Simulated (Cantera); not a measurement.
Charge: 1 mol C₂H₆, 0.042 mol H₂O, equilibrated at 0.000250 bar.

Cantera equilibrium calculation (NASA polynomials, part measured and part estimated; ideal gas, pure solids and liquids). Candidate condensed phases: C, C₆H₆, C₇H₈, C₈H₁₈, H₂O; 110 gas species. Rates play no part.

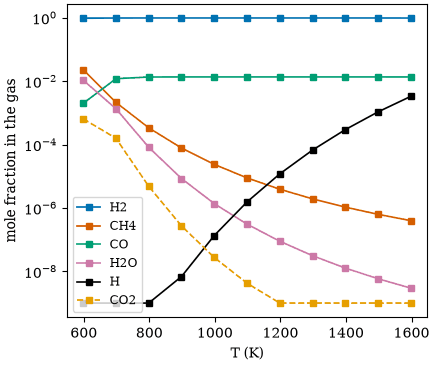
Equilibrium gas composition (values under 1e-9 drawn at 1e-9)

From 598 K to 1598 K the condensed part is C(graphite). The main C-bearing gas is CH₄ at 598 K and CO at 1598 K.
